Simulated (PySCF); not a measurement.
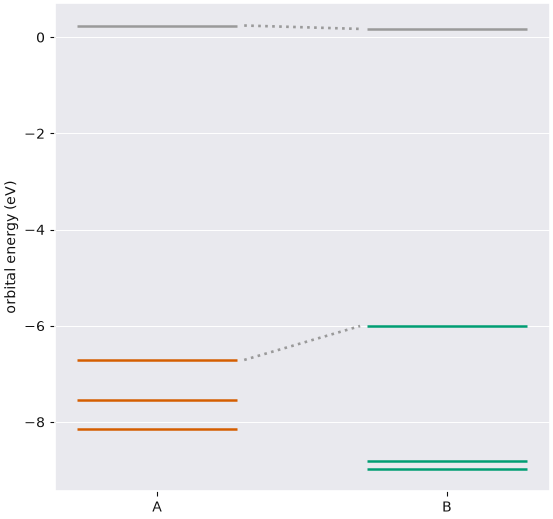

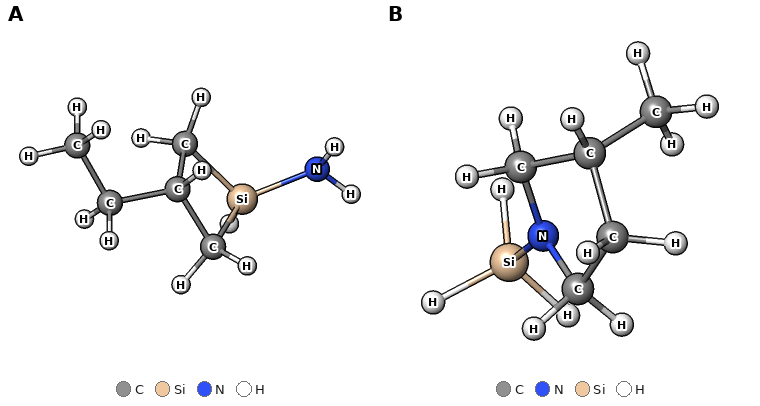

Related molecules: A is C₅H₁₃NSi, SMILES CC[C@H]1C[Si@H](N)C1; B is C₅H₁₃NSi, SMILES C[C@@H]1CCN([SiH3])C1. Frontier orbital energies, B3LYP/def2-SVPD with PySCF, at a GFN2-xTB geometry (no frequency check); drawn are at most three filled levels and, in grey, the LUMO with any level within 0.03 eV of it; dotted lines join the HOMOs and the LUMOs.

What does the change do to the frontier levels?

From A to B the HOMO rises by 0.71 eV and the LUMO falls by 0.07 eV, so the separation goes from 6.95 to 6.18 eV.

Caveats, for all or some of the runs: empty levels above zero depend strongly on the basis; one conformer of a flexible molecule; the tight-binding geometry is rougher than a DFT one and adds to the error.
